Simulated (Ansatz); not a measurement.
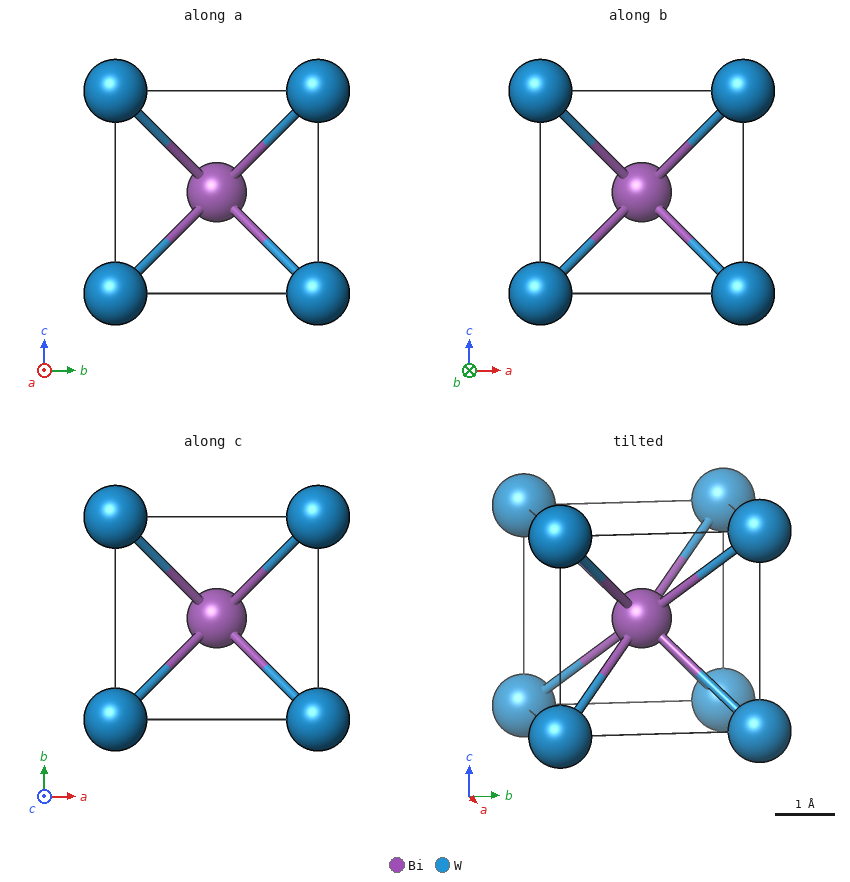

View along the a axis, along the b axis, along the c axis and slightly off an axis, drawn as a ball-and-stick model. The wireframe shows the conventional unit cell.

Lattice parameters: a = 3.4396 Å, b = 3.4396 Å, c = 3.4396 Å, α = 90.000°, β = 90.000°, γ = 90.000°.

Question: Set out the cell and atoms as a CIF in P1 with every atom of the cell.

Answer:
```cif
data_structure
_symmetry_space_group_name_H-M 'P 1'
_symmetry_Int_Tables_number 1
_cell_length_a 3.4396
_cell_length_b 3.4396
_cell_length_c 3.4396
_cell_angle_alpha 90.000
_cell_angle_beta 90.000
_cell_angle_gamma 90.000
_cell_volume 40.69
loop_
_atom_site_label
_atom_site_type_symbol
_atom_site_fract_x
_atom_site_fract_y
_atom_site_fract_z
_atom_site_occupancy
Bi1 Bi 0.5000 0.5000 0.5000 1
W1 W 0.0000 0.0000 0.0000 1
```

It derives from a random cell made by a generator, so it need not be a real form of the compound. A relaxation with Ansatz, DFT PBE, scalar-relativistic, plane waves, PAW gave the geometry drawn.
